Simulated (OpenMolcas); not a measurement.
# singlet C2H3ClNSi+ at 6 levels

Aim: a comparison of 6 runs (HF/STO-3G, HF/def2-SVP, BLYP/def2-SVP, M06-L/def2-SVP, PBE0/def2-SVP, CCSD(T)/def2-SVP) of singlet C2H3ClNSi+. 

The results are computed with OpenMolcas 26.06.

### 1 Starting point

C2H3ClNSi+ has 8 atoms, charge +1, and is taken as a singlet. As SMILES of the parent species, `C[Si](Cl)C#N`. Geometry: relaxed at PBE0-D4/def2-TZVP. That shape belongs to the parent species and isn't relaxed for this state.

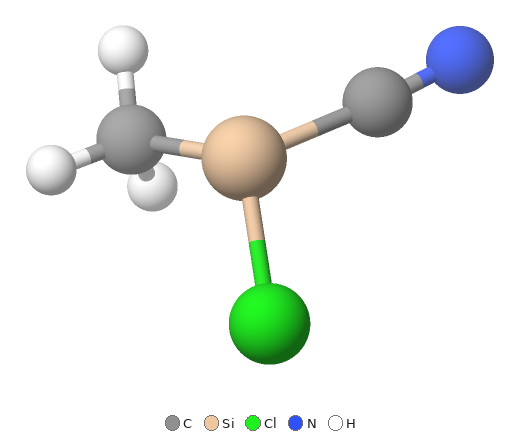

The structure, seen from a chosen angle (carbon grey, silicon light orange, chlorine green, nitrogen blue, hydrogen white).

### 2 A single-point energy at HF/STO-3G (run 1)

mol.input reads:

```
&GATEWAY
  BASLIB=$CurrDir
  COORD
  8
  angstrom
  C       -0.710900      -0.544800       0.782600
  Si       0.598800       0.648200       0.225400
  Cl       2.483200      -0.092800       0.512800
  C        0.405700       0.989300      -1.574400
  N        0.241700       1.298400      -2.674300
  H       -0.600600      -1.491500       0.246800
  H       -0.626000      -0.731800       1.854000
  H       -1.699700      -0.132000       0.571400
  BASIS=STO-3G
  GROUP=NoSym

&SEWARD

&SCF
  CHARGE=1
  THRESHOLDS=1e-10 1e-07 1e-07 1e-05
  PRORBITALS=0
```

The basis set STO-3G is read from a file made from the Basis Set Exchange's data (not shown).

Run with:

```bash
$ export MOLCAS_MEM=1860
$ pymolcas mol.input > mol.log
```

Output:

```text
--- Start Module: gateway ---
[...]
--- Stop Module: gateway /rc=_RC_ALL_IS_WELL_ ---
--- Start Module: seward ---
[...]
      Basis functions           36
--- Stop Module: seward /rc=_RC_ALL_IS_WELL_ ---
[...]
--- Start Module: scf ---
[...]
       Convergence after  21 Iterations
[...]
::    Total SCF energy                               -870.2490323604
[...]
      Total spin, S                                     0.0000000000
[...]
      Total electronic charge=   52.000000
      Total            charge=    1.000000
[...]
      Dipole Moment (debye):
      Origin of the operator (angstrom)=    0.9653    0.3465   -0.1925
                   X= -3.7066E+00               Y=  1.3405E+00               Z=  4.2599E+00           Total=  5.8037E+00
      Center of Charge (angstrom)
[...]
--- Stop Module: scf /rc=_RC_ALL_IS_WELL_ ---
[...]
```

It took 2.6 s on 1 thread of Intel Xeon Platinum 8259CL at 2.50GHz (Skylake/Cascade Lake), shared host; peak memory 0.37 GiB.

### 3 The energy at HF/def2-SVP (run 2)

struct.xyz reads:

```xyz
8

C     -0.710900    -0.544800     0.782600
Si     0.598800     0.648200     0.225400
Cl     2.483200    -0.092800     0.512800
C      0.405700     0.989300    -1.574400
N      0.241700     1.298400    -2.674300
H     -0.600600    -1.491500     0.246800
H     -0.626000    -0.731800     1.854000
H     -1.699700    -0.132000     0.571400
```

job.input reads:

```
* C2H3ClNSi Hartree-Fock
>>> EXPORT MOLCAS_PRINT=2

&GATEWAY
 BASLIB
 $CurrDir
 COORD
 struct.xyz
 BASIS
 def2-SVP
 GROUP
 NoSym

&SEWARD

&SCF
 CHARGE
 1
 THRESHOLDS
 1e-10 1e-07 1e-07 1e-05
 PRORBITALS
 1 2
```

The basis set def2-SVP is read from a file made from the Basis Set Exchange's data (not shown).

Run with:

```bash
$ export MOLCAS_MEM=1860
$ pymolcas job.input > job.log
```

Output:

```text
--- Start Module: gateway ---
[...]
--- Stop Module: gateway /rc=_RC_ALL_IS_WELL_ ---
--- Start Module: seward ---
[...]
      Basis functions           93
--- Stop Module: seward /rc=_RC_ALL_IS_WELL_ ---
[...]
--- Start Module: scf ---
[...]
       Convergence after  20 Iterations
[...]
::    Total SCF energy                               -879.7282731610
[...]
      Total spin, S                                     0.0000000000
[...]
      Total electronic charge=   52.000000
      Total            charge=    1.000000
[...]
      Dipole Moment (debye):
      Origin of the operator (angstrom)=    0.9653    0.3465   -0.1925
                   X= -3.0472E+00               Y=  5.9166E-01               Z=  4.8192E+00           Total=  5.7324E+00
      Center of Charge (angstrom)
[...]
--- Stop Module: scf /rc=_RC_ALL_IS_WELL_ ---
[...]
```

Wall time 13 s (1 thread of Intel Xeon Platinum 8259CL at 2.50GHz (Skylake/Cascade Lake), shared host); peak memory 0.51 GiB.

Runs 3 to 5 aren't shown in full; the table further down has their settings and results.

### 4 A single-point energy at CCSD(T)/def2-SVP (run 6)

input.xyz reads:

```xyz
8

C     -0.710900    -0.544800     0.782600
Si     0.598800     0.648200     0.225400
Cl     2.483200    -0.092800     0.512800
C      0.405700     0.989300    -1.574400
N      0.241700     1.298400    -2.674300
H     -0.600600    -1.491500     0.246800
H     -0.626000    -0.731800     1.854000
H     -1.699700    -0.132000     0.571400
```

test.input reads:

```
* C2H3ClNSi CCSD(T)
&gateway
baslib = $CurrDir
coord = input.xyz
basis = def2-SVP
group = NoSym
&seward
&scf
charge = 1
thresholds = 1e-10 1e-07 1e-07 1e-05
prorbitals = 1
&rasscf
fileorb = $Project.ScfOrb
spin = 1
nactel = 0 0 0
inactive = 26
ras2 = 0
outorbitals = Canonical
orblisting = Nothing
&motra
jobiph
frozen = 13
&ccsdt
cct
triples = 2
iterations = 80
accuracy = 1e-08
extrapolation = 5 4
```

The basis set def2-SVP is read from a file made from the Basis Set Exchange's data (not shown).

Run with:

```bash
$ export MOLCAS_MEM=1860
$ pymolcas test.input > test.log
```

Output:

```text
--- Start Module: gateway ---
[...]
--- Stop Module: gateway /rc=_RC_ALL_IS_WELL_ ---
[...]
      Basis functions           93
[...]
       Convergence after  20 Iterations
[...]
::    Total SCF energy                               -879.7282731610
[...]
      Total spin, S                                     0.0000000000
[...]
      Number of active orbitals                  0
[...]
      Spin quantum number                      0.0
[...]
      Active orbitals                            0
[...]
      Number of CSFs                             1
[...]
      Number of root(s) required                 1
[...]
      Convergence after  4 iterations
[...]
      Natural orbitals and occupation numbers for root  1
      ************************************************************************************************************************
      *                                                    Final results                                                     *
      ************************************************************************************************************************
[...]
::    RASSCF root number  1 Total energy:   -879.72827316
[...]
      Total electronic charge=   52.000000
      Total            charge=    1.000000
[...]
      Dipole Moment (debye):
      Origin of the operator (angstrom)=    0.9653    0.3465   -0.1925
                   X= -3.0472E+00               Y=  5.9166E-01               Z=  4.8192E+00           Total=  5.7324E+00
      Center of Charge (angstrom)
[...]
--- Start Module: motra ---
[...]
      *** WARNING: Default frozen orbitals is overwritten by user input.
      *** Default values:  10
[...]
--- Stop Module: motra /rc=_RC_ALL_IS_WELL_ ---
[...]
--- Start Module: ccsdt ---
[...]
      Convergence after                    23  Iterations
      Total energy (diff) :    -880.39633600      -0.00000000
[...]
 METHOD                       : CCSD+T(CCSD)+<T3(1)WT1> = CCSD(T)
[...]
       CCSD     =      -880.3963359973372
[...]
--- Stop Module: ccsdt /rc=_RC_ALL_IS_WELL_ ---
[...]
```

Run time: 1.8 min. Hardware: 1 thread of Intel Xeon Platinum 8259CL at 2.50GHz (Skylake/Cascade Lake), shared host; peak memory 0.51 GiB.

### 5 Overview of the runs

| run | level | integration grid | frozen core orbitals | energy (Eh) | HOMO energy (eV) | LUMO energy (eV) | HOMO–LUMO gap (eV) | wall time |
| --- | --- | --- | --- | --- | --- | --- | --- | --- |
| 1 | HF/STO-3G | – | – | -870.249032 | -17.31 | -6.21 | 11.10 | 2.6 s |
| 2 | HF/def2-SVP | – | – | -879.728273 | -18.44 | -7.75 | 10.69 | 13 s |
| 3 | BLYP/def2-SVP | UltraFine | – | -881.763864 | -13.51 | -11.34 | 2.17 | 53 s |
| 4 | M06-L/def2-SVP | UltraFine | – | -881.790880 | -14.09 | -11.48 | 2.60 | 60 s |
| 5 | PBE0/def2-SVP | UltraFine | – | -881.372043 | -15.28 | -10.86 | 4.42 | 42 s |
| 6 | CCSD(T)/def2-SVP | – | 13 | -880.422928 | -18.44 | -7.75 | 10.69 | 1.8 min |

### 6 Summary of results

| quantity | value |
| --- | --- |
| run 6: total energy | -880.42293 Eh |
| run 6: HOMO energy (Hartree–Fock orbitals) | -18.44 eV |
| run 6: LUMO energy (Hartree–Fock orbitals) | -7.75 eV |
| run 6: HOMO–LUMO gap (Hartree–Fock orbitals) | 10.69 eV |
| run 6: correlation energy (13 core orbitals frozen) | -694.7 mEh |
| run 6: (T) correction | -26.59 mEh |

Over runs 1, 2, 3, 4, 5 the HOMO–LUMO gap runs from 2.17 eV (BLYP/def2-SVP) to 11.10 eV (HF/STO-3G). The two ends differ in method and basis. Totals of different functionals can't be ranked against each other. In run 1 the basis is minimal, so the values are rough. All runs together took 4.7 min, the longest 1.8 min.
